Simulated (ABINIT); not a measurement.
## BP (F-43m): G0W0 with ABINIT, start to end

Aim: the G0W0 gap of BP (F-43m) on LDA, step by step.

Calculated with ABINIT 10.8.3; LDA and many-body steps on it, plane waves.

## (1) The structure

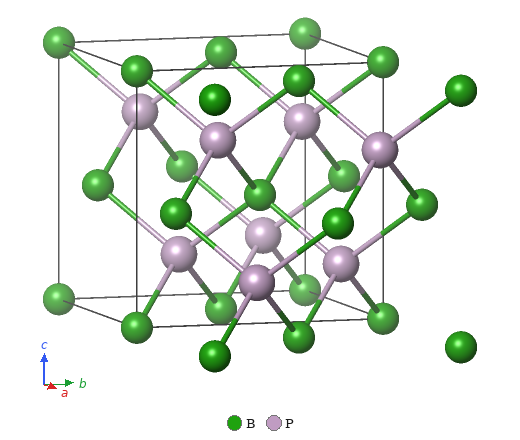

Start, viewed slightly off an axis; boron green, phosphorus pink. 2×1×1 cells are drawn. This picture shows the conventional cell, with its axes. Bonds to atoms that aren't drawn are left out. Some periodic images of atoms are drawn too.

Coordinates:

```cif
data_structure
_symmetry_space_group_name_H-M 'F-43m'
_symmetry_Int_Tables_number 216
_cell_length_a 4.5380
_cell_length_b 4.5380
_cell_length_c 4.5380
_cell_angle_alpha 90.000
_cell_angle_beta 90.000
_cell_angle_gamma 90.000
_cell_volume 93.45
loop_
_atom_site_label
_atom_site_type_symbol
_atom_site_symmetry_multiplicity
_atom_site_Wyckoff_symbol
_atom_site_fract_x
_atom_site_fract_y
_atom_site_fract_z
_atom_site_occupancy
B1 B 4 a 0.00000 0.00000 0.00000 1
P1 P 4 d 0.25000 0.25000 0.75000 1
```

The cell and positions come from the Crystallography Open Database and are kept as given unless a step says otherwise.

## (2) Ground state

This step: ABINIT 10.8.3; DFT, LDA, plane waves, norm-conserving pseudopotentials.

The ground-state density comes first.

The input, run.abi:

```
acell 3*1.0 Angstrom
rprim 
  0.000000000000 2.269000000000 2.269000000000
  2.269000000000 0.000000000000 2.269000000000
  2.269000000000 2.269000000000 0.000000000000
ntypat 2
znucl 5 15
natom 2
typat 1 2
xred 
  0.000000000000 0.000000000000 0.000000000000
  0.250000000000 0.250000000000 0.250000000000
pp_dirpath "pseudos"
pseudos "B.upf, P.upf"
ecut 34
ngkpt 8 8 8
nshiftk 1
shiftk 0 0 0
kptopt 1
chksymbreak 0
nband 9
occopt 1
tolvrs 1e-10
nstep 60
prtwf 0
indata_prefix "in"
outdata_prefix "out"
tmpdata_prefix "tmp"
```

Command:

```console
OMP_NUM_THREADS=1 mpirun -n 4 abinit run.abi > log
```

Numbers of over 12 decimals in the logs are rounded to 6 here.

Output:

```text
.Version 10.8.3 of ABINIT. v10.8.2 released Aug 2026.

 Symmetries : space group F-4 3 m (#216); Bravais cF (face-center cubic)
================================================================================
 Values of the parameters that define the memory need of the present run
     intxc =       0    ionmov =       0      iscf =       7    lmnmax =       6
     lnmax =       6     mgfft =      32  mpssoang =       3    mqgrid =    3001
     natom =       2  nloc_mem =       1    nspden =       1   nspinor =       1
    nsppol =       1      nsym =      24    n1xccc =    2501    ntypat =       2
    occopt =       1   xclevel =       1
-    mband =           9        mffmem =           1         mkmem =           8
       mpw =        1506          nfft =       32768          nkpt =          29
================================================================================
  Rough estimation (10% accuracy) of disk space for files :
================================================================================

--------------------------------------------------------------------------------
------------- Echo of variables that govern the present computation ------------
--------------------------------------------------------------------------------
 -outvars: echo values of preprocessed input variables --------
            acell      1.8897261259E+00  1.8897261259E+00  1.8897261259E+00 Bohr

      chksymbreak           0
             ecut      3.40000000E+01 Hartree
-          fftalg         312

              ixc       -1012
              kpt      0.00000000E+00  0.00000000E+00  0.00000000E+00
                       1.25000000E-01  0.00000000E+00  0.00000000E+00
                       2.50000000E-01  0.00000000E+00  0.00000000E+00
                       3.75000000E-01  0.00000000E+00  0.00000000E+00
                       5.00000000E-01  0.00000000E+00  0.00000000E+00
                       1.25000000E-01  1.25000000E-01  0.00000000E+00
                       2.50000000E-01  1.25000000E-01  0.00000000E+00
                       3.75000000E-01  1.25000000E-01  0.00000000E+00
                       5.00000000E-01  1.25000000E-01  0.00000000E+00
   [... 18 further rows ...]
                      -3.75000000E-01  5.00000000E-01  1.25000000E-01
                      -2.50000000E-01  5.00000000E-01  2.50000000E-01
         kptrlatt        8    0    0      0    8    0      0    0    8
          kptrlen      4.85107901E+01
P           mkmem           8
            natom           2
            nband           9
            ngfft          32      32      32
             nkpt          29
            nstep          60
             nsym          24
           ntypat           2
              occ      2.000000  2.000000  2.000000  2.000000  0.000000  0.000000
[...]
prtwf           0
            rprim      0.0000000000E+00  2.2690000000E+00  2.2690000000E+00
[...]
spgroup         216

           tolvrs      1.00000000E-10

             xred      0.0000000000E+00  0.0000000000E+00  0.0000000000E+00
[...]
znucl        5.00000   15.00000

================================================================================

 chkinp: Checking input parameters for consistency.

================================================================================
== DATASET  1 ==================================================================
-   mpi_nproc: 4, omp_nthreads: 1 (-1 if OMP is not activated)

--- !DatasetInfo
iteration_state: {dtset: 1, }
dimensions: {natom: 2, nkpt: 29, mband: 9, nsppol: 1, nspinor: 1, nspden: 1, mpw: 1506, }
cutoff_energies: {ecut:  34.0, pawecutdg:  -1.0, }
electrons: {nelect:   8.00000000E+00, charge:   0.00000000E+00, occopt:   1.00000000E+00, tsmear:   1.00000000E-02, }

 Real(R)+Recip(G) space primitive vectors, cartesian coordinates (Bohr,Bohr^-1):
 R(1)=  0.0000000  4.2877886  4.2877886  G(1)= -0.1166102  0.1166102  0.1166102
 R(2)=  4.2877886  0.0000000  4.2877886  G(2)=  0.1166102 -0.1166102  0.1166102
 R(3)=  4.2877886  4.2877886  0.0000000  G(3)=  0.1166102  0.1166102 -0.1166102
 Unit cell volume ucvol=  1.5766311E+02 bohr^3
 Angles (23,13,12)=  6.00000000E+01  6.00000000E+01  6.00000000E+01 degrees

 getcut: wavevector=  0.0000  0.0000  0.0000  ngfft=  32  32  32
         ecut(hartree)=     34.000   => boxcut(ratio)=   2.01047

--- Pseudopotential description ------------------------------------------------
- B Generated using ONCVPSP code by D. R. Hamann
-  5.00000   3.00000  180309                  znucl, zion, pspdat
12 -1012 1 -1 1498                            pspcod,pspxc,lmax,lloc,mmax
     nproj     2     2     0
  pspatm : epsatm=    3.19369156
         --- l  ekb(1:nproj) -->
[...]
pspatm: atomic psp has been read  and splines computed

- P Generated using ONCVPSP code by D. R. Hamann
- 15.00000   5.00000  180309                  znucl, zion, pspdat
12 -1012 2 -1 1298                            pspcod,pspxc,lmax,lloc,mmax
     nproj     2     2     2
  pspatm : epsatm=    7.03163270
         --- l  ekb(1:nproj) -->
[...]
2   -3.024864   -0.802189
 pspatm: atomic psp has been read  and splines computed

   8.18025940E+01                                ecore*ucvol(ha*bohr**3)
--------------------------------------------------------------------------------

_setup2: Arith. and geom. avg. npw (full set) are    1493.475    1493.449

================================================================================

--- !BeginCycle
iteration_state: {dtset: 1, }
solver: {iscf: 7, nstep: 60, nline: 4, wfoptalg: 0, }
tolerances: {tolvrs: 1.00E-10, }

     iter   Etot(hartree)      deltaE(h)  residm     vres2
 ETOT  1  -9.915056    -9.915E+00 5.083E-02 1.109E+02
 ETOT  2  -9.939581    -2.452E-02 4.560E-03 2.318E+01
 ETOT  3  -9.945288    -5.707E-03 1.347E-02 2.185E-01
 ETOT  4  -9.945333    -4.526E-05 7.401E-03 9.600E-04
 ETOT  5  -9.945333    -7.213E-08 2.933E-03 1.073E-05
 ETOT  6  -9.945333    -1.420E-09 3.814E-04 2.248E-07
 ETOT  7  -9.945333    -3.630E-11 1.226E-04 2.352E-09
 ETOT  8  -9.945333    -2.238E-13 4.714E-05 5.082E-11

 At SCF step    8       vres2   =  5.08E-11 < tolvrs=  1.00E-10 =>converged.

 Cartesian components of stress tensor (hartree/bohr^3)
  sigma(1 1)=  1.93282974E-04  sigma(3 2)=  0.00000000E+00
  sigma(2 2)=  1.93282974E-04  sigma(3 1)=  0.00000000E+00
  sigma(3 3)=  1.93282974E-04  sigma(2 1)=  0.00000000E+00

--- !ResultsGS
iteration_state: {dtset: 1, }
comment   : Summary of ground state results
lattice_vectors:
- [  0.0000000,   4.2877886,   4.2877886, ]
- [  4.2877886,   0.0000000,   4.2877886, ]
- [  4.2877886,   4.2877886,   0.0000000, ]
lattice_lengths: [   6.06385,    6.06385,    6.06385, ]
lattice_angles: [ 60.000,  60.000,  60.000, ] # degrees, (23, 13, 12)
lattice_volume:   1.5766311E+02
convergence: {deltae: -2.238E-13, res2:  5.082E-11, residm:  4.714E-05, diffor: null, }
etotal    :  -9.94533338E+00
entropy   :   0.00000000E+00
fermie    :   2.66764467E-01
cartesian_stress_tensor: # hartree/bohr^3
- [  1.93282974E-04,   0.00000000E+00,   0.00000000E+00, ]
- [  0.00000000E+00,   1.93282974E-04,   0.00000000E+00, ]
- [  0.00000000E+00,   0.00000000E+00,   1.93282974E-04, ]
pressure_GPa:  -5.6866E+00
xred      :
- [  0.0000E+00,   0.0000E+00,   0.0000E+00,  B]
- [  2.5000E-01,   2.5000E-01,   2.5000E-01,  P]
cartesian_forces: # hartree/bohr
- [ -0.00000000E+00,  -0.00000000E+00,  -0.00000000E+00, ]
- [ -0.00000000E+00,  -0.00000000E+00,  -0.00000000E+00, ]
force_length_stats: {min:   0.00000000E+00, max:   0.00000000E+00, mean:   0.00000000E+00, }

 Integrated electronic density in atomic spheres:
 ------------------------------------------------
 Atom  Sphere_radius  Integrated_density
    1        2.00000          2.69856628
    2        2.00000          2.92877689
================================================================================

 ----iterations are completed or convergence reached----

 Mean square residual over all n,k,spin=   33.024E-08; max=  47.139E-06
 reduced coordinates (array xred) for    2 atoms
       0.000000000000      0.000000000000      0.000000000000
       0.250000000000      0.250000000000      0.250000000000
 rms dE/dt=  0.0000E+00; max dE/dt=  0.0000E+00; dE/dt below (all hartree)
    1       0.000000000000      0.000000000000      0.000000000000
    2       0.000000000000      0.000000000000      0.000000000000

 cartesian coordinates (angstrom) at end:
    1      0.000000     0.000000     0.000000
    2      1.134500     1.134500     1.134500

 cartesian forces (hartree/bohr) at end:
    1     -0.000000    -0.000000    -0.000000
    2     -0.000000    -0.000000    -0.000000
 frms,max,avg= 0.0000000E+00 0.0000000E+00   0.000E+00  0.000E+00  0.000E+00 h/b

 cartesian forces (eV/Angstrom) at end:
    1     -0.000000    -0.000000    -0.000000
    2     -0.000000    -0.000000    -0.000000
 frms,max,avg= 0.0000000E+00 0.0000000E+00   0.000E+00  0.000E+00  0.000E+00 e/A
 length scales=  1.889726125908  1.889726125908  1.889726125908 bohr
              =  1.000000000000  1.000000000000  1.000000000000 angstroms
 prteigrs : about to open file out_EIG
 Fermi (or HOMO) energy (hartree) =   0.26676   Average Vxc (hartree)=  -0.40614
 Eigenvalues (hartree) for nkpt=  29  k points:
 kpt#   1, nband=  9, wtk=  0.00195, kpt=  0.0000  0.0000  0.0000 (reduced coord)
  -0.29912    0.26676    0.26676    0.26676    0.39121    0.39121    0.39121    0.53650
   0.68093
 prteigrs : prtvol=0 or 1, do not print more k-points.

--- !EnergyTerms
iteration_state     : {dtset: 1, }
comment             : Components of total free energy in Hartree
kinetic             :  4.66327709358637E+00
hartree             :  6.28233186811952E-01
xc                  : -3.32048385479749E+00
Ewald energy        : -1.04916197636976E+01
psp_core            :  5.18844228886739E-01
local_psp           : -3.01821889928580E+00
non_local_psp       :  1.07463463149545E+00
total_energy        : -9.94533337700038E+00
total_energy_eV     : -2.70626307866604E+02
band_energy         :  2.34280599719305E-01

 Cartesian components of stress tensor (hartree/bohr^3)
  sigma(1 1)=  1.93282974E-04  sigma(3 2)=  0.00000000E+00
  sigma(2 2)=  1.93282974E-04  sigma(3 1)=  0.00000000E+00
  sigma(3 3)=  1.93282974E-04  sigma(2 1)=  0.00000000E+00

-Cartesian components of stress tensor (GPa)         [Pressure= -5.6866E+00 GPa]
- sigma(1 1)=  5.68658142E+00  sigma(3 2)=  0.00000000E+00
- sigma(2 2)=  5.68658142E+00  sigma(3 1)=  0.00000000E+00
- sigma(3 3)=  5.68658142E+00  sigma(2 1)=  0.00000000E+00

== END DATASET(S) ==============================================================
================================================================================

 -outvars: echo values of variables after computation  --------
           etotal     -9.9453333770E+00
            nband           9
             nkpt          29
          spgroup         216
 [... the other variables as echoed above ...]

 Calculation completed.
```

It took 3.3 s on 4 MPI ranks of Arm Neoverse V2, shared host; peak memory 0.26 GiB; 13 s of CPU time.

Numbers from this step:

```
total energy               : -270.6263 eV
gap                        : 1.229 eV
k of the valence top       : 0, 0, 0
k of the conduction bottom : 0.375, 0.375, 0
least direct gap           : 3.386 eV
pressure                   : -5.687 GPa
```

The gap is indirect, with the least direct gap 2.16 eV higher.

The cutoff was set for levels, not for stress, so the pressure can be off by some GPa.

(Continued in part 2 of 3.)

[Paths, hosts, dates, memory and timing lines, banners, echoed tables and standing remarks are left out of the program output.]

[Logs are printed without paths, hosts, clocks, repeated set-up lines and the standing remarks that a program may print on its own settings, such as how far it seeks lower states.]

[Runs of the session that timed out or met a known fault of the program may be left out.]

[Hosts, paths, dates, database ids (printed as entryN), source tags and the programs' standing remarks are cut or masked in the printed files.]

[G0W0 gaps are taken among the corrected bands and points alone; a level outside them can change the order at an edge.]

[Where Ansatz stands beside ABINIT at settings called matched, ABINIT's density can come from a denser mesh and the files from another edition; pairs whose starting gaps differed by over 0.03 eV were left out, so agreement reads better than it is.]
